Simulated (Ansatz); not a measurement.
# Geometry relaxation of InH3Cl2O2 (part 2 of 2)

The same run, continued: InH3Cl2O2; RKS CAM-B3LYP-D4/def2-SVP (Ansatz 0.2.0). It belongs to a series of runs on one base structure; here: end point A relaxed.

Trajectory as extended XYZ, continued:
```
8
Properties=species:S:1:pos:R:3:forces:R:3 step=14 energy=-34353.49592 accepted=F
In    0.1211    0.4186   -0.1699    0.0365   0.0887   0.0626
O     0.1951    0.0372    2.0945   -0.4695  -0.3347   0.2229
H    -0.5105   -0.5455    2.4532    0.4705   0.4803  -0.2033
Cl    2.1276   -0.4797   -0.9355   -0.0030   0.0296   0.0085
O    -1.5918   -0.5026   -0.5856   -1.0957   1.0497  -0.3155
H    -2.2998    0.1597   -0.8290    1.0840  -1.0478   0.3719
Cl    0.0009    2.7057    0.4549    0.0208  -0.0492  -0.0543
H     0.0917    0.9249    2.4891   -0.0437  -0.2166  -0.0928
8
Properties=species:S:1:pos:R:3:forces:R:3 step=15 energy=-34353.52202
In    0.1183    0.4299   -0.1883    0.0422   0.0014   0.0101
O     0.1503    0.0133    2.0731   -0.0058   0.0998   0.0627
H    -0.5001   -0.5537    2.5150    0.0158   0.0245  -0.1050
Cl    2.1449   -0.4534   -0.9137    0.0044   0.0022   0.0016
O    -1.5791   -0.4847   -0.6526   -0.2542   0.1673   0.0249
H    -2.3156    0.1426   -0.7342    0.1939  -0.1793  -0.0137
Cl    0.0412    2.7188    0.4164   -0.0056  -0.0457   0.0172
H     0.0743    0.9055    2.4558    0.0094  -0.0701   0.0023
8
Properties=species:S:1:pos:R:3:forces:R:3 step=16 energy=-34353.53080
In    0.1243    0.4347   -0.1794    0.0231   0.0150  -0.0029
O     0.1693    0.0192    2.0738   -0.1333  -0.0608   0.1115
H    -0.5198   -0.5588    2.4450    0.1293   0.1516  -0.1041
Cl    2.1457   -0.4558   -0.9117   -0.0026   0.0035  -0.0094
O    -1.5880   -0.4888   -0.5829   -0.2506   0.2209  -0.0062
H    -2.3067    0.1425   -0.7569    0.2440  -0.2246   0.0348
Cl    0.0363    2.7269    0.4021   -0.0025  -0.0163   0.0011
H     0.0732    0.8983    2.4816   -0.0073  -0.0893  -0.0248
8
Properties=species:S:1:pos:R:3:forces:R:3 step=17 energy=-34353.53371
In    0.1272    0.4312   -0.1582    0.2380   0.0654  -0.0474
O     0.1823    0.0152    2.0799   -0.0886   0.0042   0.0994
H    -0.5556   -0.5282    2.3980    0.0124  -0.0216  -0.0301
Cl    2.1250   -0.4533   -0.9536    0.0391   0.0042  -0.0162
O    -1.5845   -0.5035   -0.5041   -0.1703   0.0558   0.0047
H    -2.2576    0.1310   -0.7843   -0.0676  -0.0983  -0.0176
Cl    0.0437    2.7193    0.4446   -0.0135  -0.0060  -0.0146
H     0.0539    0.9066    2.4494    0.0506  -0.0037   0.0218
8
Properties=species:S:1:pos:R:3:forces:R:3 step=18 energy=-34353.53908
In    0.1446    0.4471   -0.1900    0.0819  -0.0407   0.2035
O     0.1691    0.0047    2.0748    0.0468   0.0232  -0.0687
H    -0.5988   -0.5115    2.3610   -0.0595  -0.0413  -0.0278
Cl    2.1490   -0.4470   -0.9551    0.0137   0.0148  -0.0375
O    -1.5832   -0.4950   -0.4533    0.0002  -0.0228   0.0067
H    -2.2669    0.1066   -0.7698   -0.1044   0.0039  -0.0443
Cl    0.0474    2.7220    0.4421    0.0090   0.0507  -0.0442
H     0.0731    0.8913    2.4619    0.0123   0.0123   0.0123
8
Properties=species:S:1:pos:R:3:forces:R:3 step=19 energy=-34353.54254
In    0.1625    0.4603   -0.1633   -0.0772  -0.0193   0.1365
O     0.1561   -0.0356    2.0951   -0.3428  -0.0266  -0.0199
H    -0.6871   -0.4901    2.3051    0.3929   0.2651  -0.1378
Cl    2.1566   -0.4055   -0.9917   -0.0099  -0.0007  -0.0017
O    -1.5828   -0.4875   -0.3584   -0.3591   0.4120  -0.2481
H    -2.2567    0.0697   -0.7972    0.4290  -0.3863   0.2793
Cl    0.0649    2.7630    0.3675    0.0198  -0.0739  -0.0004
H     0.1207    0.8438    2.5144   -0.0527  -0.1702  -0.0079
8
Properties=species:S:1:pos:R:3:forces:R:3 step=20 energy=-34353.55365
In    0.1655    0.4664   -0.1623    0.0064   0.0281   0.1293
O     0.1537   -0.0165    2.0793   -0.2086  -0.0488   0.0454
H    -0.6831   -0.4912    2.2473    0.1993   0.1545  -0.0641
Cl    2.1485   -0.4085   -1.0074   -0.0131  -0.0075  -0.0196
O    -1.5874   -0.4765   -0.2943   -0.2982   0.3166  -0.2691
H    -2.2418    0.0366   -0.8051    0.3180  -0.3195   0.2748
Cl    0.0936    2.7622    0.3861    0.0074   0.0031  -0.0322
H     0.0852    0.8456    2.5281   -0.0112  -0.1267  -0.0646
8
Properties=species:S:1:pos:R:3:forces:R:3 step=21 energy=-34353.56503
In    0.1791    0.5038   -0.1538    0.0290  -0.0486   0.0503
O     0.1221   -0.0378    2.0503   -0.0431   0.1328   0.2029
H    -0.7565   -0.4467    2.1580    0.0790   0.0560  -0.0826
Cl    2.1398   -0.3976   -1.0235   -0.0013   0.0078  -0.0381
O    -1.5621   -0.4744   -0.2061   -0.2838   0.3085  -0.2916
H    -2.2218   -0.0357   -0.7726    0.2470  -0.2704   0.2594
Cl    0.1319    2.7980    0.3851   -0.0018   0.0109  -0.0375
H     0.1019    0.8086    2.5342   -0.0251  -0.1969  -0.0629
8
Properties=species:S:1:pos:R:3:forces:R:3 step=22 energy=-34353.57722
In    0.2053    0.5408   -0.1333    0.0292  -0.0552  -0.0155
O     0.1051   -0.0513    2.0470   -0.4874   0.0376   0.2271
H    -0.8107   -0.4237    2.0203    0.5119   0.2567  -0.0031
Cl    2.1282   -0.3904   -1.0601   -0.0323   0.0170  -0.0266
O    -1.5434   -0.4441   -0.0947   -0.4098   0.3820  -0.5037
H    -2.2044   -0.1217   -0.7416    0.4616  -0.3065   0.5107
Cl    0.1816    2.8432    0.3512   -0.0116  -0.0030  -0.0395
H     0.0727    0.7655    2.5829   -0.0615  -0.3286  -0.1494
8
Properties=species:S:1:pos:R:3:forces:R:3 step=23 energy=-34353.59487
In    0.2244    0.5542   -0.1308   -0.0134  -0.0006   0.0814
O     0.0901   -0.0618    2.0552   -0.2446   0.0357   0.0860
H    -0.8259   -0.4158    1.9822    0.2770   0.1478  -0.0143
Cl    2.1242   -0.3867   -1.0910   -0.0271   0.0036  -0.0172
O    -1.5385   -0.4018   -0.0429   -0.3289   0.2329  -0.4690
H    -2.1831   -0.1631   -0.7363    0.3726  -0.2078   0.4634
Cl    0.1931    2.8631    0.3147    0.0105  -0.0188  -0.0354
H     0.0500    0.7301    2.6205   -0.0462  -0.1927  -0.0949
8
Properties=species:S:1:pos:R:3:forces:R:3 step=24 energy=-34353.60197
In    0.2748    0.5999   -0.0665   -0.0715   0.0806  -0.3634
O     0.0422   -0.0677    2.0486    0.0758   0.1306   0.5612
H    -0.8677   -0.4027    1.9027   -0.0838  -0.0654  -0.1962
Cl    2.0849   -0.3660   -1.1693    0.0137  -0.0222   0.0695
O    -1.4886   -0.3599    0.0227   -0.0765   0.0166   0.0126
H    -2.1356   -0.2240   -0.6787    0.0486  -0.0357   0.0355
Cl    0.2376    2.9300    0.1666    0.0188   0.0271   0.0512
H    -0.0134    0.6087    2.7455    0.0749  -0.1317  -0.1704
8
Properties=species:S:1:pos:R:3:forces:R:3 step=25 energy=-34353.61907
In    0.2468    0.6194   -0.0990    0.0801   0.0962  -0.0931
O     0.0688   -0.0656    2.0476   -0.0377   0.1216   0.2081
H    -0.8328   -0.4072    1.8557   -0.0526  -0.0404  -0.0031
Cl    2.0805   -0.3890   -1.1241   -0.0284   0.0133   0.0146
O    -1.5074   -0.3520    0.0310   -0.0232   0.0572   0.0004
H    -2.1563   -0.2614   -0.6762    0.0420  -0.0342   0.0557
Cl    0.2568    2.9460    0.2131   -0.0121  -0.0698  -0.0119
H    -0.0222    0.6279    2.7236    0.0319  -0.1440  -0.1708
8
Properties=species:S:1:pos:R:3:forces:R:3 step=26 energy=-34353.62200
In    0.2554    0.6422   -0.1124    0.0040  -0.0470   0.1040
O     0.0591   -0.0775    2.0404   -0.0060   0.0280   0.0583
H    -0.8437   -0.4202    1.8401    0.0736   0.0486  -0.0510
Cl    2.0810   -0.3938   -1.1200   -0.0175   0.0173  -0.0122
O    -1.5011   -0.3211    0.0627   -0.1457   0.0491  -0.1761
H    -2.1473   -0.2893   -0.6540    0.0944  -0.0409   0.1137
Cl    0.2651    2.9625    0.2035   -0.0006  -0.0181  -0.0134
H    -0.0341    0.6154    2.7112   -0.0022  -0.0371  -0.0233
8
Properties=species:S:1:pos:R:3:forces:R:3 step=27 energy=-34353.62552
In    0.2585    0.6485   -0.0994    0.0014  -0.0460   0.0370
O     0.0594   -0.0803    2.0488   -0.0286  -0.0378  -0.0824
H    -0.8444   -0.4052    1.8205    0.0396  -0.0005   0.0070
Cl    2.0668   -0.3920   -1.1308    0.0006   0.0004  -0.0113
O    -1.5075   -0.2997    0.0720   -0.0978   0.0377  -0.1116
H    -2.1343   -0.3205   -0.6614    0.0940  -0.0241   0.1085
Cl    0.2734    2.9681    0.1924    0.0024   0.0235   0.0060
H    -0.0375    0.5993    2.7295   -0.0118   0.0468   0.0466
8
Properties=species:S:1:pos:R:3:forces:R:3 step=28 energy=-34353.62815
In    0.2618    0.6607   -0.0914   -0.0088  -0.0137   0.0104
O     0.0583   -0.0713    2.0520   -0.0265  -0.0581  -0.0672
H    -0.8340   -0.4160    1.8035    0.0241   0.0213   0.0389
Cl    2.0438   -0.3964   -1.1517    0.0029  -0.0041  -0.0059
O    -1.5150   -0.2678    0.0880   -0.1314   0.0117  -0.1575
H    -2.1130   -0.3676   -0.6643    0.1447  -0.0099   0.1621
Cl    0.2975    2.9798    0.1949    0.0049   0.0248   0.0094
H    -0.0652    0.5968    2.7406   -0.0099   0.0280   0.0098
8
Properties=species:S:1:pos:R:3:forces:R:3 step=29 energy=-34353.60449 accepted=F
In    0.2572    0.6898   -0.0778    0.0088   0.0060  -0.0263
O     0.0497   -0.0649    2.0544    0.0179  -0.0499  -0.0483
H    -0.8401   -0.4049    1.7875   -0.0011   0.0014   0.0271
Cl    1.9847   -0.4046   -1.1939   -0.0087   0.0021   0.0030
O    -1.5463   -0.1890    0.1148   -0.8900  -0.5238  -1.4140
H    -2.0434   -0.5095   -0.6907    0.8775   0.5206   1.3975
Cl    0.3543    3.0038    0.2312    0.0072  -0.0001   0.0137
H    -0.0818    0.5976    2.7461   -0.0117   0.0437   0.0473
8
Properties=species:S:1:pos:R:3:forces:R:3 step=30 energy=-34353.63301
In    0.2526    0.6695   -0.0872    0.0485   0.0304  -0.0087
O     0.0604   -0.0687    2.0526   -0.0071  -0.0148  -0.0142
H    -0.8298   -0.4219    1.8137    0.0030   0.0247   0.0210
Cl    2.0106   -0.4085   -1.1654    0.0167  -0.0072  -0.0180
O    -1.5385   -0.2201    0.0913   -0.1476  -0.0433  -0.1155
H    -2.0676   -0.4292   -0.6882    0.0788  -0.0112   0.1209
Cl    0.3128    2.9838    0.2266    0.0183   0.0305   0.0127
H    -0.0662    0.6133    2.7282   -0.0106  -0.0090   0.0017
8
Properties=species:S:1:pos:R:3:forces:R:3 step=31 energy=-34353.63381
In    0.2378    0.6824   -0.0906    0.0733   0.0375   0.0172
O     0.0501   -0.0625    2.0498   -0.0026   0.0199   0.0229
H    -0.8458   -0.4063    1.8218    0.0084   0.0009  -0.0249
Cl    1.9829   -0.3986   -1.1908   -0.0039  -0.0099  -0.0174
O    -1.5618   -0.1912    0.0924   -0.3953  -0.2211  -0.5677
H    -2.0291   -0.5183   -0.6995    0.3222   0.1940   0.5517
Cl    0.3639    2.9909    0.2631   -0.0081  -0.0146   0.0049
H    -0.0638    0.6216    2.7255    0.0059  -0.0066   0.0132
8
Properties=species:S:1:pos:R:3:forces:R:3 step=32 energy=-34353.63180 accepted=F
In    0.2744    0.6548   -0.0666   -0.1825   0.0134  -0.1299
O     0.0090   -0.0331    2.0774    0.0505  -0.0463   0.0707
H    -0.8896   -0.3637    1.8393    0.0059   0.0258  -0.0554
Cl    1.9422   -0.3792   -1.3339   -0.0619   0.0057   0.1169
O    -1.5646   -0.1754    0.0765    0.1003  -0.0045  -0.0943
H    -1.9509   -0.6060   -0.6969    0.0687   0.0452   0.1175
Cl    0.4085    2.9570    0.3329    0.0220  -0.0197   0.0148
H    -0.0948    0.6639    2.7428   -0.0029  -0.0196  -0.0404
8
Properties=species:S:1:pos:R:3:forces:R:3 step=33 energy=-34353.64052
In    0.2336    0.6974   -0.0924    0.0018  -0.0162   0.0159
O     0.0442   -0.0495    2.0442   -0.0171   0.0242   0.0216
H    -0.8549   -0.3790    1.8056   -0.0042  -0.0278  -0.0006
Cl    1.9476   -0.4145   -1.2110    0.0057   0.0101  -0.0213
O    -1.5715   -0.1819    0.0781    0.0415   0.0996   0.0503
H    -1.9888   -0.5795   -0.6921   -0.0127  -0.0437  -0.0376
Cl    0.3848    2.9960    0.3118   -0.0128  -0.0283  -0.0187
H    -0.0607    0.6292    2.7274   -0.0021  -0.0177  -0.0096
8
Properties=species:S:1:pos:R:3:forces:R:3 step=34 energy=-34353.64315
In    0.2441    0.7098   -0.0841   -0.0166  -0.0183   0.0080
O     0.0314   -0.0560    2.0446    0.0657   0.0038   0.0502
H    -0.8604   -0.3938    1.7842   -0.0053   0.0463  -0.0318
Cl    1.9292   -0.4121   -1.2372   -0.0031   0.0040  -0.0020
O    -1.5789   -0.1346    0.0916   -0.0522  -0.0430  -0.1035
H    -1.9445   -0.6237   -0.6555    0.0255   0.0326   0.0595
Cl    0.4066    3.0074    0.3028   -0.0014  -0.0066   0.0014
H    -0.0931    0.6212    2.7253   -0.0127  -0.0187   0.0182
8
Properties=species:S:1:pos:R:3:forces:R:3 step=35 energy=-34353.64392
In    0.2439    0.7043   -0.0790    0.0238   0.0238  -0.0428
O     0.0325   -0.0579    2.0526   -0.0027  -0.0036  -0.0280
H    -0.8629   -0.3739    1.7746   -0.0193  -0.0031   0.0301
Cl    1.9286   -0.4066   -1.2435   -0.0067  -0.0079   0.0075
O    -1.5859   -0.1269    0.0851   -0.0414  -0.0712  -0.0869
H    -1.9394   -0.6342   -0.6572    0.0527   0.0597   0.1078
Cl    0.4058    3.0027    0.2965    0.0001   0.0092   0.0110
H    -0.0883    0.6106    2.7426   -0.0066  -0.0069   0.0013
8
Properties=species:S:1:pos:R:3:forces:R:3 step=36 energy=-34353.64434
In    0.2464    0.7108   -0.0834   -0.0112   0.0009   0.0038
O     0.0275   -0.0581    2.0501    0.0007  -0.0037  -0.0467
H    -0.8693   -0.3633    1.7623   -0.0173  -0.0159   0.0219
Cl    1.9237   -0.4066   -1.2499    0.0037  -0.0131  -0.0013
O    -1.5855   -0.1198    0.0856   -0.0104  -0.0296  -0.0418
H    -1.9291   -0.6535   -0.6411    0.0333   0.0346   0.0491
Cl    0.4138    3.0064    0.3005   -0.0012   0.0149   0.0056
H    -0.0932    0.6022    2.7475    0.0024   0.0120   0.0094
8
Properties=species:S:1:pos:R:3:forces:R:3 step=37 energy=-34353.64465
In    0.2454    0.7136   -0.0840   -0.0016  -0.0032   0.0017
O     0.0277   -0.0581    2.0460   -0.0078   0.0074  -0.0056
H    -0.8716   -0.3643    1.7666    0.0091  -0.0040   0.0046
Cl    1.9207   -0.4133   -1.2456    0.0002   0.0005   0.0007
O    -1.5843   -0.1200    0.0841   -0.0157  -0.0077  -0.0192
H    -1.9254   -0.6520   -0.6438    0.0105   0.0086   0.0143
Cl    0.4088    3.0098    0.3038    0.0024   0.0003   0.0006
H    -0.0870    0.6025    2.7445    0.0029  -0.0020   0.0029
```

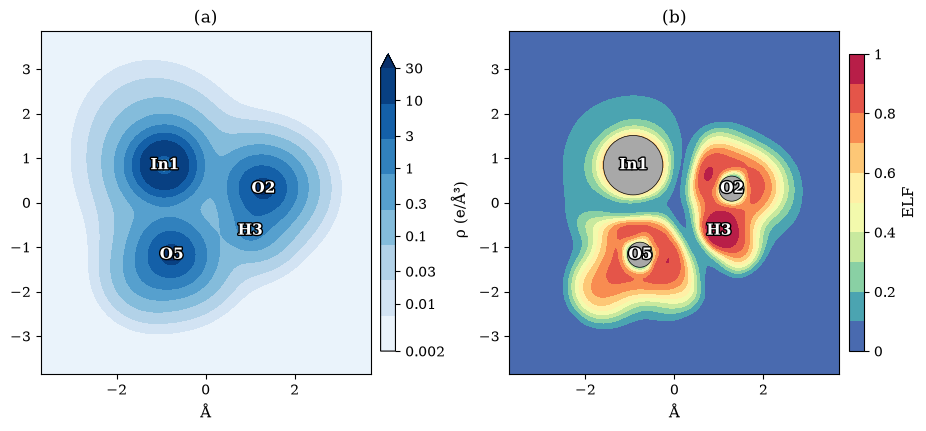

Figure 1. (a) total electron density; (b) electron localisation function on the plane of atoms In1, O2 and H3. Grey discs, where drawn, cover atomic cores. The section cuts through In, O and H sites. In–O (2.02 Å): ρ is about 0.67 e/Å³ halfway; the ELF peaks at about 0.85 in the valence shell of O, 0.6 Å from its nucleus, and drops to about 0.15 between the two atoms.

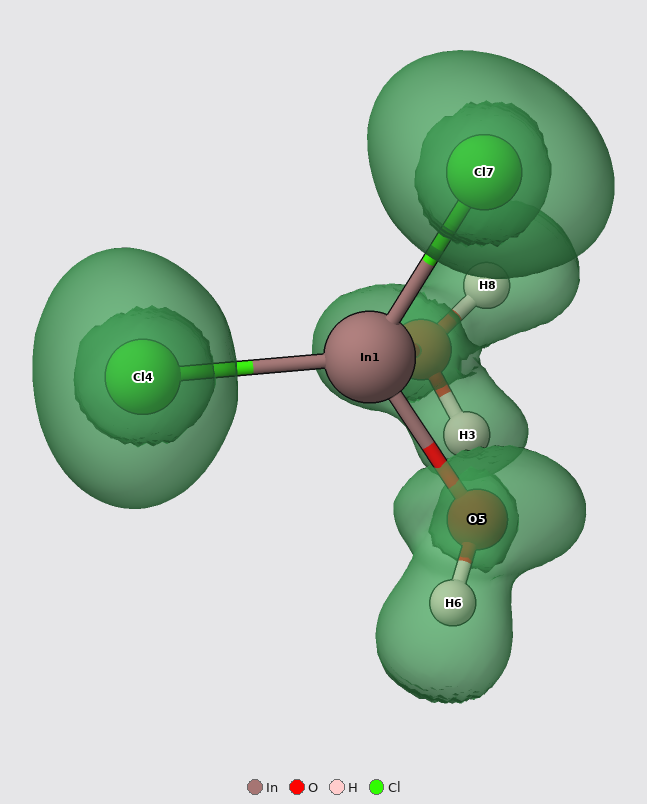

Figure 2. Isosurface of the electron localisation function at 0.75 (green), seen at an oblique angle. Core shells and regions of very low density are left out. Along the contacts the grid gives the following. In–O (2.02 Å): the ELF peaks at about 0.85 in the valence shell of O, 0.6 Å from its nucleus, and drops to about 0.15 between the two atoms. In–Cl (2.33 Å): the ELF peaks at about 0.80 in the valence shell of Cl, 0.8 Å from its nucleus, and drops to about 0.15 between the two atoms.

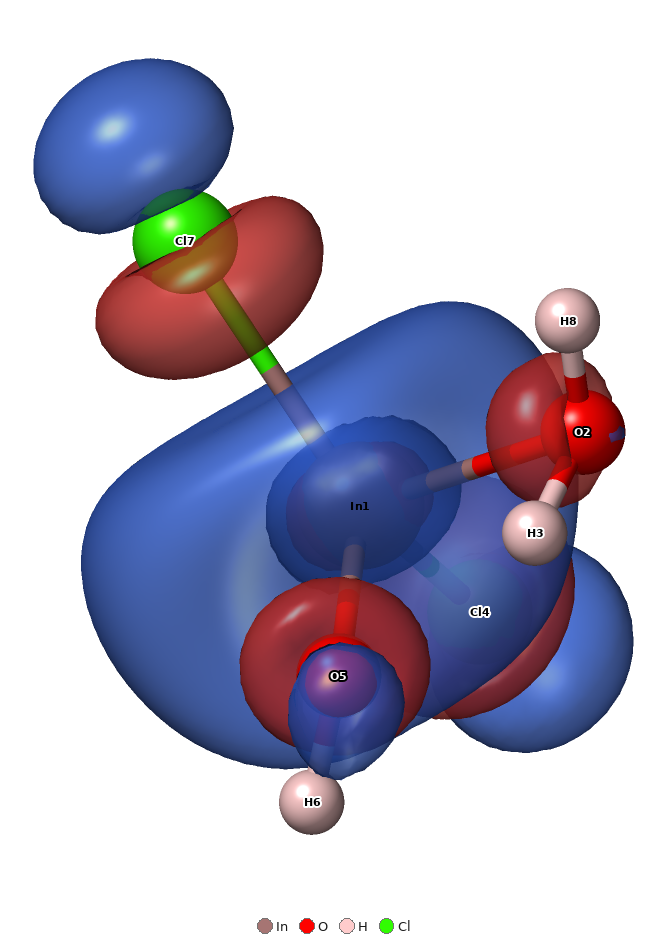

Figure 3. One frontier orbital at ±0.1 Å⁻³ᐟ² (blue and red are the two phases), seen at an oblique angle. The LUMO, at −0.69 eV. Its weight (Hirshfeld) is mainly on In1 (45 %), Cl4 (20 %), Cl7 (15 %) and O5 (10 %).

This output came from the following input.

Input file:
```yaml
crystal:
  periodic: [false, false, false]
  atoms:
    - { symbol: In, position_ang: [0.028521, -0.318221, -0.030694] }
    - { symbol: O, position_ang: [0.079022, -0.239227, 1.960993] }
    - { symbol: H, position_ang: [-0.766224, -0.431977, 2.388219] }
    - { symbol: Cl, position_ang: [2.075499, -0.39598, -1.105199] }
    - { symbol: O, position_ang: [-1.623107, -0.461379, -1.105224] }
    - { symbol: H, position_ang: [-2.437991, -0.393946, -0.590321] }
    - { symbol: Cl, position_ang: [0.358117, 3.028086, 1.347696] }
    - { symbol: H, position_ang: [0.420464, 1.930844, 2.10613] }
basis:
  gaussian: { orbitals: def2-SVP }
hamiltonian:
  xc: cam_b3lyp
  dispersion: d4
relax:
  f_tol: 0.03
  max_steps: 50
output:
  orbitals: {}
```

Launched with:
```bash
ansatz run input.yaml --threads 4 --pin off --max-ram 5120MiB --backend cpu --events-out ev --progress --plain --runs-dir out
```

Summary:

```csv
quantity,value
outcome,converged
total energy,−34353.6448 eV
mean-field energy,−34353.4680 eV
largest force (length of the vector) at the end,0.026 eV/Å
hardware,"4 threads of AMD EPYC (Zen 5), 32 GiB of memory available, shared host"
wall time,38 s (CPU time 2.3 min)
peak memory,0.33 GiB
```
